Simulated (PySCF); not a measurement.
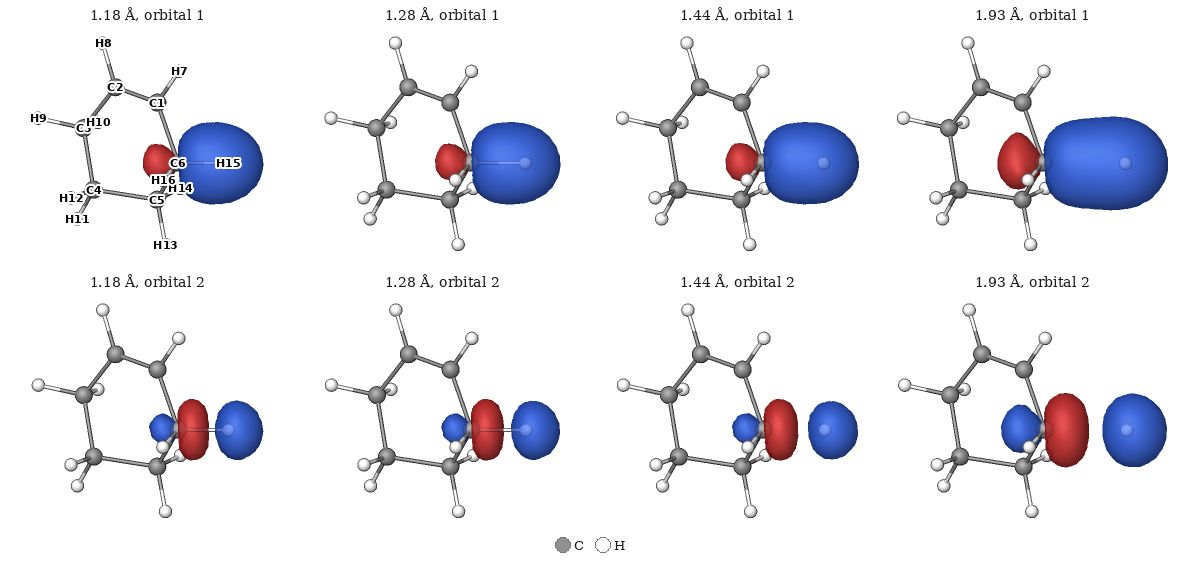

Figure 1: C$_{6}$H$_{10}$, SMILES `C1=CCCCC1`. Rigid stretch of the C6–H15 bond. The two CASSCF(2,2) natural orbitals nearest half filling (orbital 1 the more occupied).

PySCF calculation, 6-31G* basis, gas phase; geometry: GFN2-xTB. No frequency check shows the geometry to be a minimum.

The calculation's input:

```python
import numpy as np
from pyscf import gto, scf, mcscf

mol = gto.M(atom='''
C      0.65900    -1.29109    -0.05266
C     -0.65900    -1.29109     0.05266
C     -1.48377    -0.04227     0.11711
C     -0.68370     1.17568    -0.33742
C      0.68370     1.17568     0.33742
C      1.48377    -0.04227    -0.11711
H      1.20493    -2.22329    -0.10835
H     -1.20493    -2.22329     0.10835
H     -2.37651    -0.16152    -0.50250
H     -1.82634     0.10201     1.14778
H     -1.22767     2.09174    -0.09774
H     -0.54852     1.13709    -1.42054
H      1.22767     2.09174     0.09774
H      0.54852     1.13709     1.42054
H      2.37651    -0.16152     0.50250
H      1.82634     0.10201    -1.14778
''', basis='6-31g*', charge=0, spin=0, verbose=4)
# stretch the bond between atoms 6 and 15, from long to short, fragments rigid
a, b, move = 5, 14, [14]
xyz = mol.atom_coords(unit='Angstrom')
u = xyz[b] - xyz[a]
r0 = np.linalg.norm(u)
rows, last, dm_u = [], None, None
for r in [3.0, 2.35, 1.93, 1.66, 1.44, 1.28, 1.18, 1.07, 0.98]:
    new = xyz.copy()
    new[move] += u / r0 * (r - r0)
    m = mol.set_geom_(new, unit='Angstrom', inplace=False)
    rhf = scf.RHF(m).density_fit(auxbasis='def2-universal-jkfit').run()
    uhf = scf.UHF(m).density_fit(auxbasis='def2-universal-jkfit').newton()
    if dm_u is None:
        c = rhf.mo_coeff
        h = m.nelectron // 2 - 1
        ca, cb = c.copy(), c.copy()
        ca[:, h], cb[:, h] = (c[:, h] + c[:, h + 1]) / 2**.5, (c[:, h] - c[:, h + 1]) / 2**.5
        dm_u = np.array([x[:, :h + 1] @ x[:, :h + 1].T for x in (ca, cb)])
    uhf.kernel(dm0=dm_u)
    for _ in range(3):
        c, _, stable, _ = uhf.stability(return_status=True)
        if stable:
            break
        uhf.kernel(c, uhf.mo_occ)
    dm_u = uhf.make_rdm1()
    mc = mcscf.CASSCF(rhf, 2, 2)
    mc.natorb = True
    mc.fix_spin_(ss=0)
    guess = mcscf.addons.make_natural_orbitals(uhf)[1] if last is None else mcscf.project_init_guess(mc, last.mo_coeff, last.mol)
    mc.kernel(guess)
    last = mc
    act = slice(mc.ncore, mc.ncore + mc.ncas)
    print('r %.3f  RHF %.6f  UHF %.6f  <S^2> %.3f  CASSCF %.6f  occupations' % (r, rhf.e_tot, uhf.e_tot, uhf.spin_square()[0], mc.e_tot), mc.mo_occ[act].round(4))
    rows.append((new, rhf.e_tot, uhf.e_tot, uhf.spin_square()[0], mc.e_tot, mc.mo_occ[act], mc.mo_coeff[:, act], dm_u[0] - dm_u[1], rhf.converged and uhf.converged and mc.converged))
    np.savez('result.npz', **{k: [row[i] for row in rows] for i, k in enumerate('xyz rhf uhf s2 cas occ c spin ok'.split())})
```

Command:

```sh
OMP_NUM_THREADS=1 python input.py
```

The run took 3.3 min on 1 thread of Intel(R) Xeon(R) 6975P-C (Granite Rapids) (shared host), peak memory 0.47 GiB.

### How do the occupations change along the stretch?

1.18 Å: 1.98 and 0.02; 1.28 Å: 1.97 and 0.03; 1.44 Å: 1.95 and 0.05; 1.93 Å: 1.83 and 0.17. At the longest distance computed (3.00 Å) they are 1.30 and 0.70, and the effective number of unpaired electrons is 1.7.

UHF's ⟨S²⟩ passes 1 along the scan (up to 1.12), so it also polarises electrons outside the stretched bond; its energy lowering isn't due to that bond alone.

### Where does the UHF solution part from RHF?

Between 1.44 Å (⟨S²⟩ = 0, the two coincide) and 1.66 Å (⟨S²⟩ = 0.14); at 3.00 Å ⟨S²⟩ is 1.12 and UHF lies 3.4 eV below RHF.

### How much energy does the stretch cost?

By CASSCF, 4.1 eV from the lowest point of the scan (1.07 Å) to 3.00 Å; RHF gives 7.0 eV from its own lowest point. The fragments aren't relaxed and dynamic correlation is missing, so this isn't a bond dissociation energy.
